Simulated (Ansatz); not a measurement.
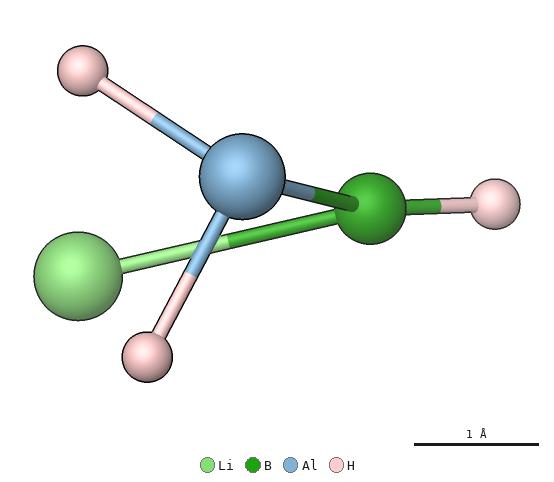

Identify the structure.

Formula AlBH3Li. The point group is Cs.

More results for the same structure follow; atom numbers are the same in all pictures, views and colours differ. Computed geometry: PBE0-D4/def2-TZVP optimisation. No frequency run is at hand to confirm it as a minimum.

### Shape

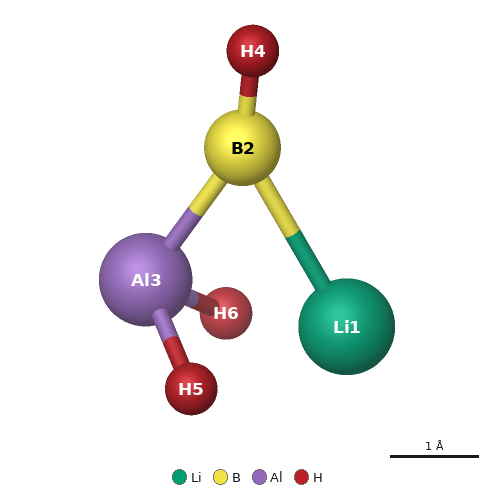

No frequency run is at hand to confirm it as a minimum.

Which bond is the longest?

Li1–B2, 2.435 Å.

### Electronic properties

No frequency run is at hand to confirm it as a minimum. Properties computed with RKS PBE0-D4/def2-TZVPP (Ansatz 0.2.0).

Give the HOMO energy (Kohn–Sham orbital) at this level.

−5.16 eV.

Give the LUMO energy (Kohn–Sham orbital) at this level.

−1.84 eV.

### Dipole moment

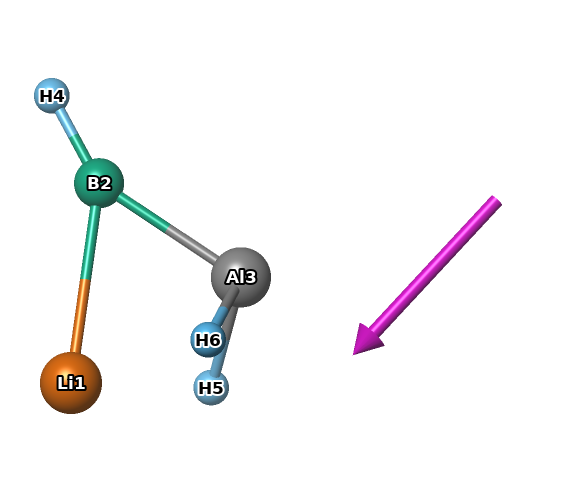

The arrow beside the molecule shows the direction of the dipole moment, from the negative to the positive end (its length means nothing). No frequency run is at hand to confirm it as a minimum. Level of theory: RKS PBE0-D4/def2-TZVP (Ansatz 0.2.0).

How large is the dipole moment?

3.58 D; it points from the side of Al3, H4 to the side of Li1 (the outermost atoms at the two ends).

### Charges

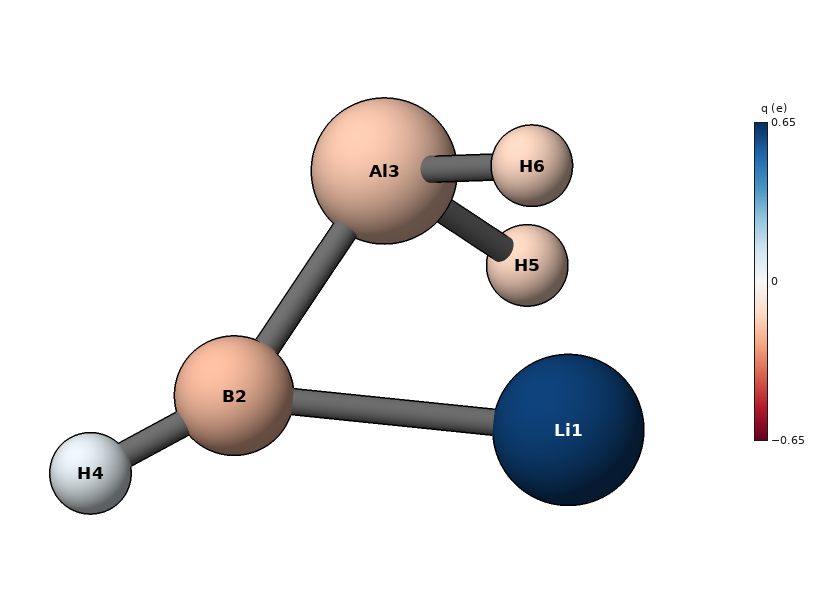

Atoms are coloured by their Mulliken charges. No frequency run is at hand to confirm it as a minimum. Level of theory: RKS PBE0-D4/def2-TZVP (Ansatz 0.2.0).

Which atom carries the highest charge (most positive or least negative)?

Li1 (0.60 e).

And the lowest?

B2 (−0.20 e).

Give the Mulliken charges atom by atom.

| atom | value (e) |
| --- | --- |
| Li1 | 0.60 |
| B2 | −0.20 |
| Al3 | −0.18 |
| H4 | 0.06 |
| H5 | −0.14 |
| H6 | −0.14 |

Mulliken values depend strongly on the basis set and can even reverse the polarity of a bond.
